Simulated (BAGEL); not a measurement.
# [NH4]+ (SMILES [NH4+]): HF/STO-3G (density fitting with cc-pvqz-jkfit)

Aim: the vertical ionisation energy of [NH4]+ at HF/STO-3G (density fitting with cc-pvqz-jkfit), from 2 runs. 

Program for the calculation: BAGEL 1.2.2.

1 further run of the same task is left out (set aside as unsound or not needed). Runs told in other sessions of the task aren't counted.

### 1 Starting point

[NH4]+: 5 atoms, total charge +1, spin state singlet. As SMILES, `[NH4+]`. The shape is that of a PBE0-D4/def2-TZVP optimisation.

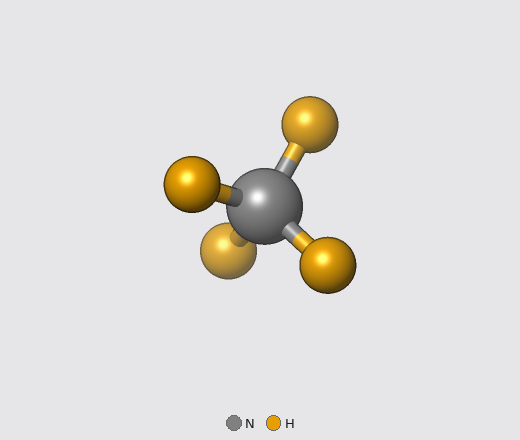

Viewed from a chosen angle; nitrogen grey, hydrogen amber.

### 2 A single-point energy at HF/STO-3G (density fitting with cc-pvqz-jkfit)

Input file input.json:

```json
{ "bagel" : [

{
  "title" : "molecule",
  "basis" : "sto-3g",
  "df_basis" : "cc-pvqz-jkfit",
  "angstrom" : true,
  "geometry" : [
    { "atom" : "N", "xyz" : [    0.000010,    0.000010,    0.000000 ] },
    { "atom" : "H", "xyz" : [    0.453330,   -0.447860,    0.801010 ] },
    { "atom" : "H", "xyz" : [   -0.972430,    0.216180,    0.235210 ] },
    { "atom" : "H", "xyz" : [    0.023940,   -0.633460,   -0.803650 ] },
    { "atom" : "H", "xyz" : [    0.495160,    0.865130,   -0.232580 ] }
  ]
},
{ "title" : "hf", "charge" : 1 },
{ "title" : "print", "file" : "orbitals.molden", "orbitals" : true }

]}
```

Command:

```bash
$ BAGEL_NUM_THREADS=1 BAGEL input.json > input.out
```

Output:

```text
* using 1 threads per process

  ===============================================================
  ===============================================================

  *** Geometry ***

  { "atom" : "N", "xyz" : [      0.000019,      0.000019,      0.000000 ] },
  { "atom" : "H", "xyz" : [      0.856670,     -0.846333,      1.513690 ] },
  { "atom" : "H", "xyz" : [     -1.837626,      0.408521,      0.444482 ] },
  { "atom" : "H", "xyz" : [      0.045240,     -1.197066,     -1.518678 ] },
  { "atom" : "H", "xyz" : [      0.935717,      1.634859,     -0.439513 ] },

  Number of auxiliary basis functions:      310

  Since a DF basis is specified, we compute 2- and 3-index integrals:
    o Being stored without compression. Storage requirement is 0.000 GB

  Number of basis functions:        9
  Number of electrons      :       11

    * METHOD: MOLECULE                             0.05

  *** RHF ***

  === Nuclear Repulsion ===
    16.3752700781

      * DIIS with orbital gradients will be used.

  === RHF iteration (sto-3g) ===
      0        -55.84873984          0.02952056           0.00
      1        -55.86611844          0.00746424           0.00
      2        -55.86726627          0.00031404           0.00
      3        -55.86726903          0.00004648           0.00
      4        -55.86726908          0.00000016           0.00
      5        -55.86726908          0.00000000           0.00
    * SCF iteration converged.

    * Permanent dipole moment:
           (    0.000017,     0.000022,     0.000005) a.u.

    * METHOD: HF                                   0.02

    * METHOD: PRINT                                0.00

  ===============================================================
```

Run time: 0.2 s. Hardware: 1 thread of Arm Neoverse V1, shared host.

### 3 Doublet [NH4]2+, same level

Input file job.json:

```json
{ "bagel" : [

{
  "title" : "molecule",
  "basis" : "sto-3g",
  "df_basis" : "cc-pvqz-jkfit",
  "angstrom" : true,
  "geometry" : [
    { "atom" : "N", "xyz" : [       0.000010,       0.000010,       0.000000 ] },
    { "atom" : "H", "xyz" : [       0.453330,      -0.447860,       0.801010 ] },
    { "atom" : "H", "xyz" : [      -0.972430,       0.216180,       0.235210 ] },
    { "atom" : "H", "xyz" : [       0.023940,      -0.633460,      -0.803650 ] },
    { "atom" : "H", "xyz" : [       0.495160,       0.865130,      -0.232580 ] }
  ]
},

{
  "title" : "uhf",
  "charge" : 2,
  "nopen" : 1
},

{
  "title" : "print",
  "file" : "orbitals.molden",
  "orbitals" : true
}

]}
```

Command:

```bash
$ BAGEL_NUM_THREADS=1 BAGEL job.json > job.out
```

Output:

```text
* using 1 threads per process

  ===============================================================
  ===============================================================

  *** Geometry ***

  { "atom" : "N", "xyz" : [      0.000019,      0.000019,      0.000000 ] },
  { "atom" : "H", "xyz" : [      0.856670,     -0.846333,      1.513690 ] },
  { "atom" : "H", "xyz" : [     -1.837626,      0.408521,      0.444482 ] },
  { "atom" : "H", "xyz" : [      0.045240,     -1.197066,     -1.518678 ] },
  { "atom" : "H", "xyz" : [      0.935717,      1.634859,     -0.439513 ] },

  Number of auxiliary basis functions:      310

  Since a DF basis is specified, we compute 2- and 3-index integrals:
    o Being stored without compression. Storage requirement is 0.000 GB

  Number of basis functions:        9
  Number of electrons      :       11

    * METHOD: MOLECULE                             0.05

  *** Open-shell HF ***

  === Nuclear Repulsion ===
    16.3752700781

      * DIIS with orbital gradients will be used.

  === UHF iteration (sto-3g) ===
      0        -54.79518975          0.13600998           0.00
      1        -54.90321456          0.01987773           0.00
      2        -54.90555996          0.00251460           0.00
      3        -54.90565272          0.00072946           0.00
      4        -54.90568502          0.00062956           0.00
      5        -54.90569168          0.00063137           0.00
      6        -54.90566200          0.00063262           0.00
      7        -54.90594335          0.00058731           0.00
      8        -54.90606128          0.00075415           0.00
      9        -54.90597651          0.00049010           0.00
     10        -54.90599287          0.00316240           0.00
     11        -54.90613203          0.00145577           0.00
     12        -54.90618046          0.00048274           0.00
     13        -54.90618610          0.00007877           0.00
     14        -54.90618656          0.00007912           0.00
     15        -54.90618673          0.00007486           0.00
     16        -54.90618644          0.00006884           0.00
     17        -54.90618620          0.00006713           0.00
     18        -54.90618627          0.00006730           0.00
     19        -54.90618352          0.00006187           0.00
     20        -54.90616783          0.00004841           0.00
     21        -54.90616947          0.00002946           0.00
     22        -54.90617263          0.00002455           0.00
     23        -54.90617529          0.00001587           0.00
     24        -54.90617562          0.00000734           0.00
     25        -54.90617563          0.00000543           0.00
     26        -54.90617565          0.00000407           0.00
     27        -54.90617565          0.00000282           0.00
     28        -54.90617562          0.00000222           0.00
     29        -54.90617563          0.00000176           0.00
     30        -54.90617563          0.00000053           0.00
     31        -54.90617563          0.00000014           0.00
     32        -54.90617563          0.00000006           0.00
     33        -54.90617563          0.00000004           0.00
     34        -54.90617563          0.00000002           0.00
     35        -54.90617563          0.00000001           0.00
     36        -54.90617563          0.00000001           0.00
    * SCF iteration converged.

    * S^2 (UHF) is 0.7543

    * Permanent dipole moment:
           (   -0.097467,     0.220638,     0.000168) a.u.

    * METHOD: UHF                                  0.09

    * METHOD: PRINT                                0.00

  ===============================================================
```

Wall time 0.3 s (1 thread of Arm Neoverse V1, shared host).

### 4 What came out

At HF/STO-3G (density fitting with cc-pvqz-jkfit):

```
                                            quantity         value
                        singlet [NH4]+: total energy  -55.86727 Eh
                         singlet [NH4]+: HOMO energy     -27.40 eV
                         singlet [NH4]+: LUMO energy       6.39 eV
                       singlet [NH4]+: HOMO–LUMO gap      33.79 eV
                       doublet [NH4]2+: total energy  -54.90618 Eh
                               doublet [NH4]2+: ⟨S²⟩         0.754
vertical ionisation energy (to the doublet dication)     26.153 eV
```

**Reading.** Removing an electron at fixed nuclei costs 26.15 eV (603 kcal/mol). The negative HOMO energy of the first species, 27.40 eV, lies 1.24 eV above that difference. In a minimal basis such a difference can be off by several eV, whatever the method.
